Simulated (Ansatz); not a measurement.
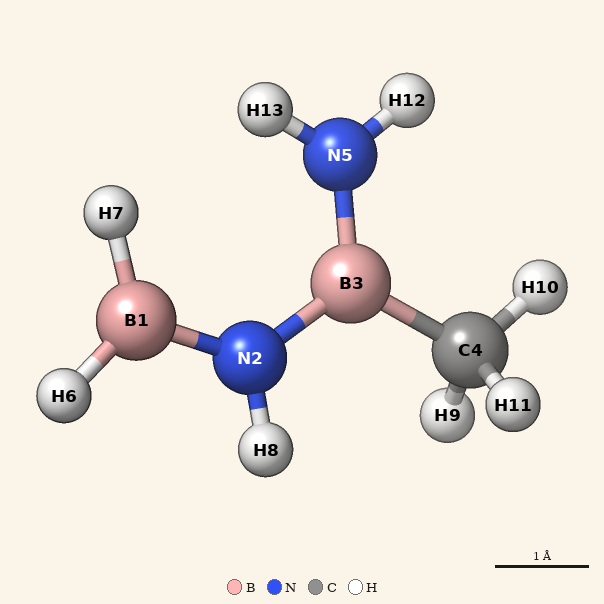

Computed geometry: PBE0-D4/def2-TZVP optimisation.

Give these bond angles: N2–B1–H6, N2–B1–H7, B1–N2–B3, B1–N2–H8, B3–N2–H8, N2–B3–C4, N2–B3–N5, C4–B3–N5, B3–C4–H10, B3–C4–H9, B3–N5–H12, B3–N5–H13.

```csv
angle,degrees
N2–B1–H6,120.0
N2–B1–H7,119.9
B1–N2–B3,129.3
B1–N2–H8,116.2
B3–N2–H8,114.5
N2–B3–C4,118.8
N2–B3–N5,119.8
C4–B3–N5,121.4
B3–C4–H10,113.6
B3–C4–H9,110.8
B3–N5–H12,122.3
B3–N5–H13,123.2
```
